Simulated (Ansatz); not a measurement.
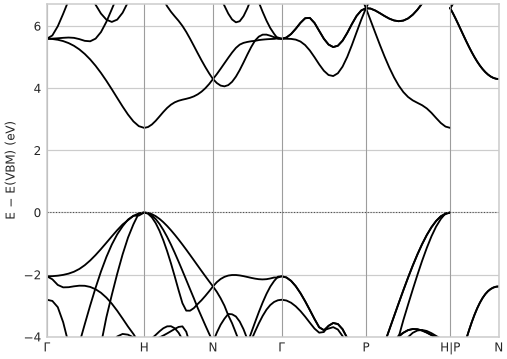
Figure. Band structure from the program Ansatz at the r²SCAN level (PAW)

Problem. Read off the gap and where the band edges lie.

Solution. About 2.7 eV (2.72 eV by a search for the band edges); maximum at H, minimum at H.

The material is C in space group Ia-3 (No. 206; C on 16c).

The start of the workflow was typed in or built on a structure type; neither database checked (COD, Materials Project) lists it. It is not the phase usual at ambient conditions (space group No. 194, 227). The cell was relaxed with r²SCAN under the symmetry of its start; whether a distortion lowers the energy is not shown.

Potentials: the earlier of the program's two PAW sets.
